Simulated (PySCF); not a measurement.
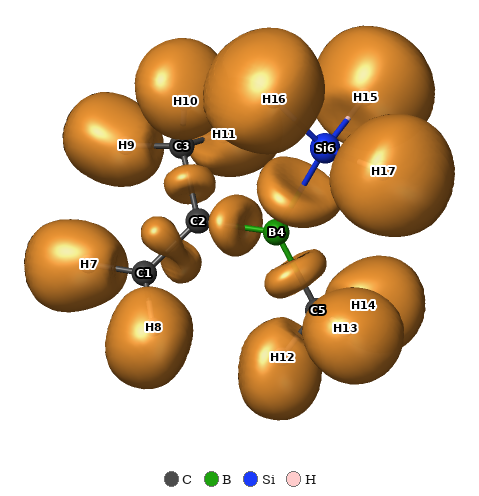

The picture shows: C4H11BSi (SMILES C=C(C)B(C)[SiH3]). Isosurface of the electron localisation function at 0.8 (orange), seen at a tilt. Only the valence region is drawn (cores and ρ < 0.01 e/Å³ removed).

Geometry: GFN2-xTB.

The calculation used wB97X-D/def2-SVPD, SCF density, gas phase (PySCF).

```yaml
atoms:
  - { symbol: C, position_ang: [-1.3137, 0.2796, -1.6868] }
  - { symbol: C, position_ang: [-0.8979, 0.0319, -0.4424] }
  - { symbol: C, position_ang: [-1.8692, -0.5300, 0.5631] }
  - { symbol: B, position_ang: [0.5904, 0.2052, -0.0192] }
  - { symbol: C, position_ang: [1.3990, 1.4674, -0.5053] }
  - { symbol: Si, position_ang: [1.4466, -1.1039, 1.1761] }
  - { symbol: H, position_ang: [-2.3244, 0.0786, -2.0108] }
  - { symbol: H, position_ang: [-0.6482, 0.6599, -2.4441] }
  - { symbol: H, position_ang: [-2.8766, -0.5865, 0.1553] }
  - { symbol: H, position_ang: [-1.5554, -1.5281, 0.8664] }
  - { symbol: H, position_ang: [-1.8886, 0.0921, 1.4573] }
  - { symbol: H, position_ang: [0.9365, 2.0166, -1.3236] }
  - { symbol: H, position_ang: [2.4257, 1.2346, -0.7863] }
  - { symbol: H, position_ang: [1.4765, 2.1644, 0.3323] }
  - { symbol: H, position_ang: [1.1190, -0.8530, 2.5924] }
  - { symbol: H, position_ang: [1.0555, -2.5052, 0.9431] }
  - { symbol: H, position_ang: [2.9179, -1.1115, 1.1226] }
```

Question: Identify the bonds, lone pairs and shells in this picture.

Answer: At this value the surface marks out two regions between bonded B–C atoms (shared pairs), one region between bonded B–Si atoms (shared pairs), two regions between bonded C–C atoms (shared pairs) and eleven regions around hydrogen nuclei. Along the contacts the grid gives the following. C–C (1.34 Å): the ELF peaks at about 0.95 between the atoms: a short, multiple covalent bond. C–B (1.56 Å): the ELF peaks at about 1 between the atoms, as expected for localised, covalent bonding.
